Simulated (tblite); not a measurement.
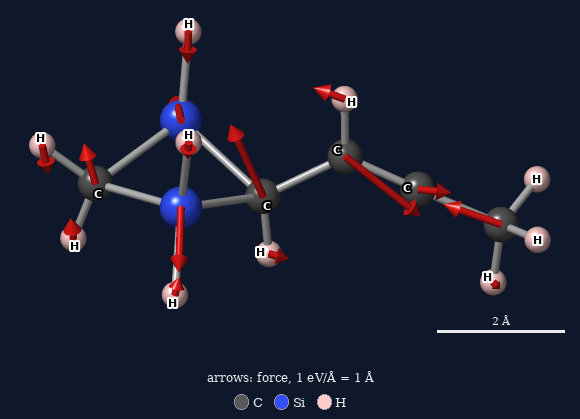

Starting geometry of C$_{5}$H$_{11}$Si$_{2}$ (multiplicity 2) with the computed forces as red arrows. The picture is a ball-and-stick view, seen from a free direction.

Computed with GFN2-xTB geometry optimisation, gas phase (tblite 0.8.0). 

Q: Is this structure relaxed? If not, where do the atoms go?

A: It isn't relaxed: the largest force vector, on a C atom, is 1.64 eV/Å. The final displacements have little in common with the starting forces (cosine between the two patterns 0.14). After 51 geometry steps the energy has fallen by 43.8 kJ/mol. The atom that moves furthest after the best rigid fit is an H atom (0.78 Å). By element the largest moves are H 0.78 Å, C 0.59 Å, Si 0.29 Å. Among the contacts that change: H–Si 1.494 → 1.464 Å, C–Si 1.902 → 1.918 Å, C–C 1.497 → 1.510 Å, C–C 1.471 → 1.459 Å. Bond angles that change, for instance: C–C–C 178.6° → 142.8°, Si–C–Si 84.3° → 92.0°, Si–C–Si 85.5° → 92.7°.
